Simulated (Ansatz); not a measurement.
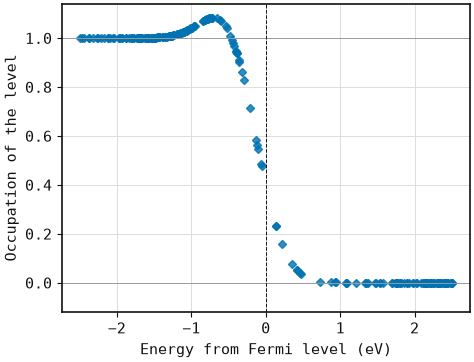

Occupations of the one-electron levels of the k mesh against their energy, from a run on LaLuAs2, space group R-3m, 4 atoms in the cell, with Ansatz.

**Which smearing scheme was used (Fermi-Dirac, Gaussian, Methfessel-Paxton or cold), and about what width?**

cold (Marzari-Vanderbilt) smearing with a width of 0.5 eV. The occupations overshoot 1 below the Fermi level (up to 1.08) but never turn negative, and they are not symmetric about it.

**Is that width safe?**

It is wide: energies, forces and moments pick up smearing errors, and small gaps get partly filled, so it should be reduced or extrapolated to zero width.
